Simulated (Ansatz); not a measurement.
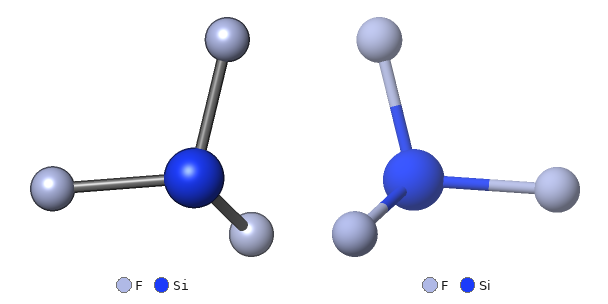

The same structure drawn twice, from different directions.

Charge 0, doublet.

**Which formula does it have?**

SiF3, 4 atoms: 1 silicon and 3 fluorine.

**Give the symmetry (Schoenflies symbol).**

C3v.

**How many bonds of each kind are drawn?**

3 F–Si.

**How many sets of symmetry-equivalent atoms are there?**

2: 3 F, 1 Si.

More results for the same structure follow; atom numbers are the same in all pictures, views and colours differ. The computed structure is the end point of a PBE0-D4/def2-TZVP optimisation.

Geometry

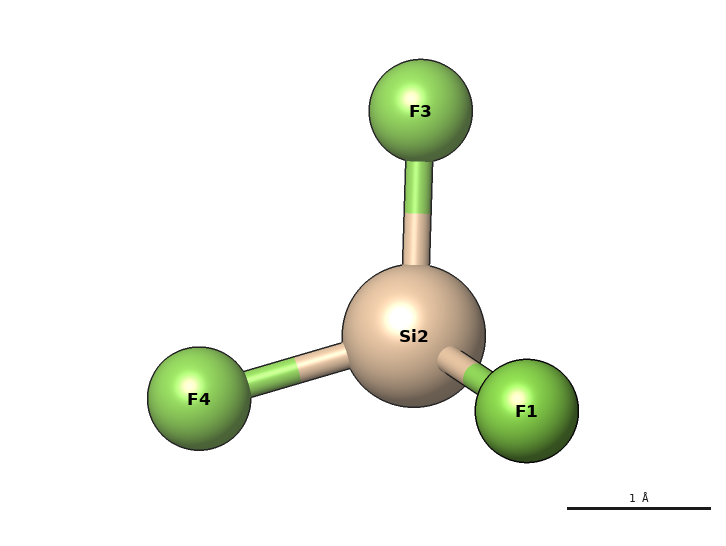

Which atoms are bonded, and how long are the bonds?

```
  bond  length (Å)   order
F1–Si2       1.581  single
Si2–F3       1.581  single
Si2–F4       1.581  single
```

Charges

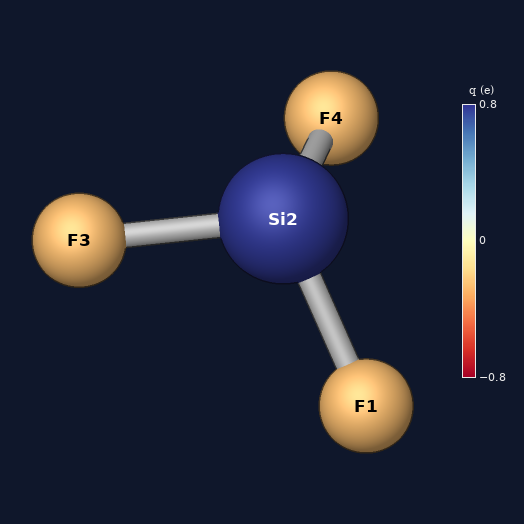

Atoms are coloured by their Mulliken charges. Method: UKS PBE0-D4/def2-TZVP (Ansatz 0.2.0).

List the Mulliken charges.

```tsv
atom	value (e)
F1	−0.26
Si2	0.78
F3	−0.26
F4	−0.26
```

Levels of theory compared

Program: Ansatz 0.2.0.

At this fixed geometry, give dipole (D), HOMO energy (eV) at these levels: B3LYP-D4/def2-TZVPP; PBE-D4/def2-TZVPP; r2SCAN-D4/def2-TZVPP; ωB97M-V/def2-TZVPP.

```json
{"level": "B3LYP-D4/def2-TZVPP", "dipole (D)": "1.19", "HOMO energy (eV)": "−7.57"}
{"level": "PBE-D4/def2-TZVPP", "dipole (D)": "1.00", "HOMO energy (eV)": "−6.44"}
{"level": "r2SCAN-D4/def2-TZVPP", "dipole (D)": "1.08", "HOMO energy (eV)": "−6.87"}
{"level": "ωB97M-V/def2-TZVPP", "dipole (D)": "1.20", "HOMO energy (eV)": "−9.68"}
```

Thermal motion

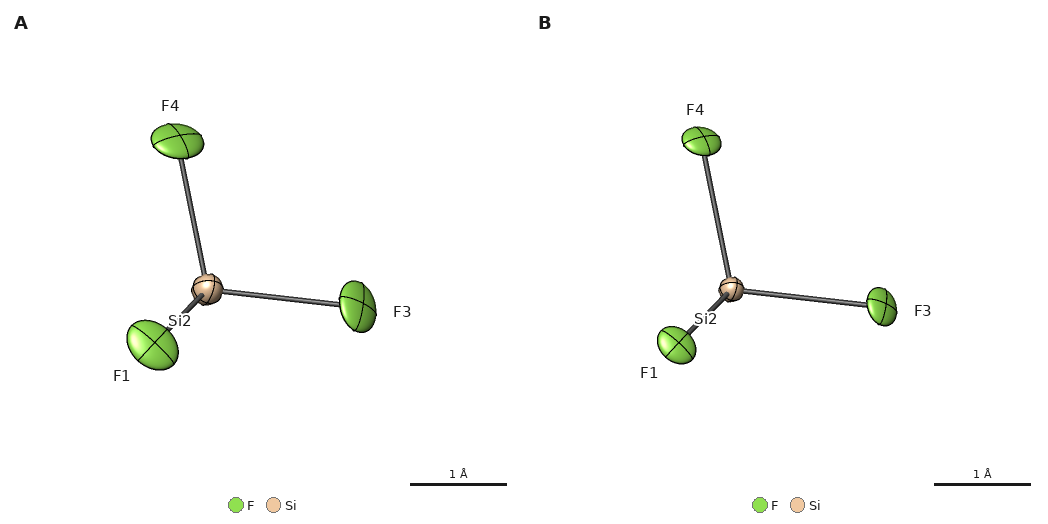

Displacement ellipsoids at the 50 % level, scaled by 3, from the internal vibrations of the free molecule (harmonic, no overall translation or rotation; no half-axis is drawn under 0.075 Å). Vibrations computed with UKS PBE0-D4/def2-TZVP (Ansatz 0.2.0). One panel is for 298 K, the other for 600 K.

**Which panel is for 600 K?**

A.

**How much does the mean-square displacement of F3 grow, and why?**

U_eq goes from 0.0014 to 0.0024 Å², a factor of 1.7. Modes below kT (417 cm⁻¹ at 600 K) grow about in proportion to T, and the lowest lies at 284 cm⁻¹; the mean-square amplitude of a mode is its zero-point value times coth(ħω/2kT), which comes close to 1 only above about 3kT.

Mulliken values depend strongly on the basis set and can even reverse the polarity of a bond.
